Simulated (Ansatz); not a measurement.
**GeH2Cl (SMILES [Cl][GeH2]): levels of theory compared**

Wanted: a comparison of 6 runs (U-revPBE/STO-3G, UBLYP/STO-3G, UHSE06/STO-3G, RPA@PBE/STO-3G, UCCSDT(Q)/STO-3G, UCCSDT/STO-3G) of GeH2Cl. 

Program for the calculation: Ansatz 0.2.0.

57 further runs of the same task are left out: 6 that didn't finish, 51 set aside as unsound or not needed.

### Step 1. The molecule

GeH2Cl has 4 atoms, charge 0, and is taken as a doublet. SMILES: `[Cl][GeH2]`. The H3–Ge2 distance was set to 2.319 Å, away from the relaxed value. At this shape a bond of the SMILES string is far longer than usual.

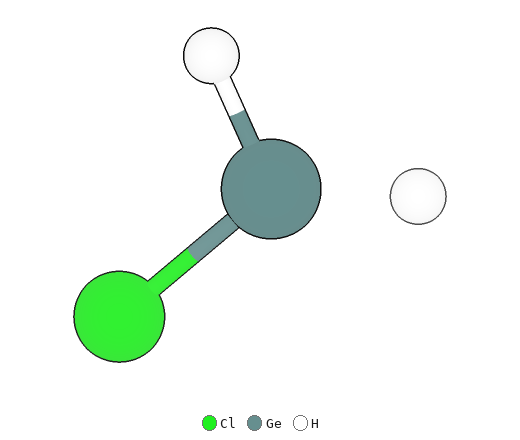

Viewed from a chosen angle; chlorine green, germanium teal, hydrogen white.

### Step 2. The energy at U-revPBE/STO-3G (run 1)

molecule.yaml reads:

```yaml
crystal:
  periodic: [false, false, false]
  atoms:
    - {symbol: Cl, position_ang: [-1.545900, -0.050159, 1.679818]}
    - {symbol: Ge, position_ang: [0.123700, -0.806459, 0.544718]}
    - {symbol: H, position_ang: [0.072700, 0.259600, -1.514200]}
    - {symbol: H, position_ang: [1.400400, -0.469059, 1.348618]}
basis:
  gaussian: {orbitals: STO-3G}
magnetization: {spin_polarized: true, initial_magnetization: 1}
hamiltonian: {xc: {name: revPBE}}
accuracy: high
```

On the command line:

```console
$ ansatz run molecule.yaml --threads 1 --pin off --max-ram 2610MiB --events-out events.jsonl --progress --plain --runs-dir runs
```

Standard output:

```text
Warning: RAYON_NUM_THREADS=1 ignored (pool sized by the plan → 1); use --threads N
Functional definition: revPBE
  name "revPBE"
  parameter kappa = 1.245
  parameter beta = 0.06672455060314922
  exchange = pbe_x(kappa = kappa, mu = beta*pi^2/3)
  correlation = pbe_c(beta = beta)
422 factors; integrals over basis functions are off by at most 6.8e-9 eV
mean field evaluation 1: about -67998.8726 eV, gradient 2.0e2 eV
mean field evaluation 2: about -68134.2364 eV, gradient 8.6e1 eV
mean field evaluation 4: about -68255.4759 eV, gradient 3.3e1 eV
mean field evaluation 8: about -68274.0990 eV, gradient 7.4e0 eV
mean field evaluation 16: about -68274.7689 eV, gradient 4.9e-3 eV
mean field evaluation 32: about -68266.5604 eV, gradient 2.2e1 eV
mean field -68274.76888024 eV, -2509.0514780482 hartree, gradient 2.3e-8 eV, S^2 0.763001; 4 other end points of the search recorded, 0 dependent functions left out
reference -68274.76888249 eV, -2509.0514781309 hartree; 26, 25 occupied and 3, 4 virtual orbitals, 422 factors
Total energy: -68274.76888249 eV, -2509.0514781309 hartree
```

It took 3 s on 1 thread of Arm Neoverse V1, shared host; peak memory 0.13 GiB.

### Step 3. A single-point energy at UBLYP/STO-3G (run 2)

run.yaml reads:

```yaml
basis:
  gaussian:
    orbitals: STO-3G
crystal:
  periodic: [false, false, false]
  atoms:
    - {symbol: Cl, position_ang: [-1.545900, -0.050159, 1.679818]}
    - {symbol: Ge, position_ang: [0.123700, -0.806459, 0.544718]}
    - {symbol: H, position_ang: [0.072700, 0.259600, -1.514200]}
    - {symbol: H, position_ang: [1.400400, -0.469059, 1.348618]}
hamiltonian:
  xc: {name: BLYP}
accuracy: high
magnetization:
  spin_polarized: true
  initial_magnetization: 1
```

On the command line:

```console
$ ansatz run run.yaml --threads 1 --pin off --max-ram 2610MiB --events-out events.jsonl --progress --plain --runs-dir runs
```

Standard output:

```text
Warning: RAYON_NUM_THREADS=1 ignored (pool sized by the plan → 1); use --threads N
Functional definition: BLYP
  name "BLYP"
  parameter beta = 0.0042
  parameter a = 0.04918
  parameter b = 0.132
  parameter c = 0.2533
  parameter d = 0.349
  exchange = b88_x(beta = beta)
  correlation = lyp_c(a = a, b = b, c = c, d = d)
422 factors; integrals over basis functions are off by at most 6.8e-9 eV
mean field evaluation 1: about -67990.7233 eV, gradient 2.1e2 eV
mean field evaluation 2: about -68132.0258 eV, gradient 8.4e1 eV
mean field evaluation 4: about -68256.7674 eV, gradient 3.5e1 eV
mean field evaluation 8: about -68276.2062 eV, gradient 1.2e1 eV
mean field evaluation 16: about -68277.9129 eV, gradient 5.8e-3 eV
mean field evaluation 32: about -68267.9253 eV, gradient 2.2e1 eV
mean field -68277.91286715 eV, -2509.1670174364 hartree, gradient 2.4e-8 eV, S^2 0.773018; 2 other end points of the search recorded, 0 dependent functions left out
reference -68277.91290464 eV, -2509.1670188141 hartree; 26, 25 occupied and 3, 4 virtual orbitals, 422 factors
Total energy: -68277.91290464 eV, -2509.1670188141 hartree
```

It took 2.7 s on 1 thread of Arm Neoverse V1, shared host; peak memory 0.13 GiB.

Runs 3 to 4 aren't shown in full; the table further down has their settings and results.

### Step 4. The energy at UCCSDT(Q)/STO-3G (run 5)

run.yaml reads:

```yaml
crystal:
  periodic: [false, false, false]
  atoms:
    - symbol: Cl
      position_ang: [-1.545900, -0.050159, 1.679818]
    - symbol: Ge
      position_ang: [0.123700, -0.806459, 0.544718]
    - symbol: H
      position_ang: [0.072700, 0.259600, -1.514200]
    - symbol: H
      position_ang: [1.400400, -0.469059, 1.348618]
basis:
  gaussian:
    orbitals: STO-3G
correlation:
  method: ccsdt_q
  frozen_orbitals: {Cl: 5, Ge: 9, H: 0}
accuracy: high
magnetization:
  spin_polarized: true
  initial_magnetization: 1
scf:
  omitted_lower_state_checks: [cluster_reference, increment]
```

On the command line:

```console
$ ansatz run run.yaml --threads 1 --pin off --max-ram 2610MiB --events-out events.jsonl --progress --plain --runs-dir runs
```

Standard output (excerpt; [...] marks lines left out):

```text
Warning: RAYON_NUM_THREADS=1 ignored (pool sized by the plan → 1); use --threads N
Functional definition: HF
  name "HF"
[...]
422 factors; integrals over basis functions are off by at most 6.8e-9 eV
[...]
mean field -68229.74317723 eV, -2507.3968139821 hartree, gradient 2.1e-8 eV, S^2 1.061560; 1 other end points of the search recorded, 0 dependent functions left out
14 core orbitals not correlated: weight in the atoms' cores, before any rotation towards them, 1.000 or more for the frozen orbitals, at most 0.000 for the correlated occupied ones
reference -68229.74317723 eV, -2507.3968139821 hartree; 12, 11 occupied and 3, 4 virtual orbitals, 422 factors
second order -0.77245818 eV of doubles, -0.00000000 eV of singles
cycle   1  -1.00929534 eV  change   -2.4e-1 eV  update   6.4e-2
[...]
cycle  41  -1.66235482 eV  change  -4.8e-10 eV  update   2.7e-9
perturbative correction -0.00238152 eV, -0.0000875191 hartree
Total energy: -68231.40791356 eV, -2507.4579919140 hartree
Checks for a lower state left out: cluster_reference, increment
```

It took 2.8 s on 1 thread of Arm Neoverse V1, shared host; peak memory 0.15 GiB.

### Step 5. The energy at UCCSDT/STO-3G (run 6)

run.yaml reads:

```yaml
crystal:
  periodic: [false, false, false]
  atoms:
    - symbol: Cl
      position_ang: [-1.545900, -0.050159, 1.679818]
    - symbol: Ge
      position_ang: [0.123700, -0.806459, 0.544718]
    - symbol: H
      position_ang: [0.072700, 0.259600, -1.514200]
    - symbol: H
      position_ang: [1.400400, -0.469059, 1.348618]
basis:
  gaussian: {orbitals: STO-3G}
magnetization: {spin_polarized: true, initial_magnetization: 1}
correlation: {method: ccsdt, frozen_orbitals: {Cl: 5, Ge: 9, H: 0}}
accuracy: high
scf: {omitted_lower_state_checks: [cluster_reference, increment]}
```

On the command line:

```console
$ ansatz run run.yaml --threads 1 --pin off --max-ram 2610MiB --events-out events.jsonl --progress --plain --runs-dir runs
```

Standard output (excerpt; [...] marks lines left out):

```text
Warning: RAYON_NUM_THREADS=1 ignored (pool sized by the plan → 1); use --threads N
[... 2 set-up lines as earlier in the session ...]
[...]
422 factors; integrals over basis functions are off by at most 6.8e-9 eV
[...]
mean field -68229.74317723 eV, -2507.3968139821 hartree, gradient 2.1e-8 eV, S^2 1.061560; 1 other end points of the search recorded, 0 dependent functions left out
14 core orbitals not correlated: weight in the atoms' cores, before any rotation towards them, 1.000 or more for the frozen orbitals, at most 0.000 for the correlated occupied ones
reference -68229.74317723 eV, -2507.3968139821 hartree; 12, 11 occupied and 3, 4 virtual orbitals, 422 factors
second order -0.77245818 eV of doubles, -0.00000000 eV of singles
cycle   1  -1.00929534 eV  change   -2.4e-1 eV  update   6.4e-2
[...]
cycle  41  -1.66235482 eV  change  -4.8e-10 eV  update   2.7e-9
Total energy: -68231.40553205 eV, -2507.4579043949 hartree
Checks for a lower state left out: cluster_reference, increment
```

It took 1.9 s on 1 thread of Arm Neoverse V1, shared host; peak memory 0.095 GiB.

### Step 6. The series

```csv
run,level,frozen core orbitals,energy (Eh),⟨S²⟩,wall time
1,U-revPBE/STO-3G,–,-2509.051478,0.763,3 s
2,UBLYP/STO-3G,–,-2509.167019,0.773,2.7 s
3,UHSE06/STO-3G,–,-2508.955119,0.832,3.6 s
4,RPA@PBE/STO-3G,14,-2507.469632,0.764,6.3 s
5,UCCSDT(Q)/STO-3G,14,-2507.457992,1.062,2.8 s
6,UCCSDT/STO-3G,14,-2507.457904,1.062,1.9 s
```

### Step 7. Results

| quantity | value |
| --- | --- |
| run 6: total energy | -2507.45790 Eh |
| run 6: correlation energy (14 core orbitals frozen) | -61.1 mEh |
| run 6: ⟨S²⟩ of the reference determinant | 1.062 |
| run 6: T1 diagnostic | 0.044 |

In words: Totals of different functionals can't be ranked against each other. In runs 1, 2, 3, 4, 5, 6 the basis is minimal, so the values are rough. Spin contamination of the reference: run 5 ⟨S²⟩ = 1.06, run 6 ⟨S²⟩ = 1.06. All runs together took 20 s, the longest 6.3 s.
